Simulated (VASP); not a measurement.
Data:

```yaml
crystal:
  lattice:
    - [1.58685, -2.74850, 0.00000]
    - [1.58685, 2.74850, 0.00000]
    - [0.00000, 0.00000, 5.02020]
  atoms:
    - { symbol: Hf, position: [0.33333, 0.66667, 0.25000] }
    - { symbol: Hf, position: [0.66667, 0.33333, 0.75000] }
```

The numbers are results of rev-vdW-DF2, VASP's PBE PAW potentials (set 64) (plane waves; VASP 6.6.1), not measurements. Run with 520 eV cut-off, 15×15×8 Γ-centred mesh, tetrahedra with Blöchl corrections, potentials Hf_pv.

Unless said otherwise, spin-orbit coupling is left out, though it shifts the bands of the heavy elements here.

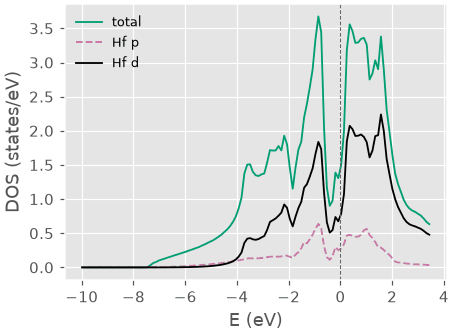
Fig. 1. Total and projected density of states, zero at the Fermi level

Within 2 eV below the Fermi level the largest weight inside VASP's projection spheres is Hf d, then Hf p.

It has no gap at this level: it comes out as a metal or semimetal.

The compound is Hf in the hcp structure. It was relaxed first.
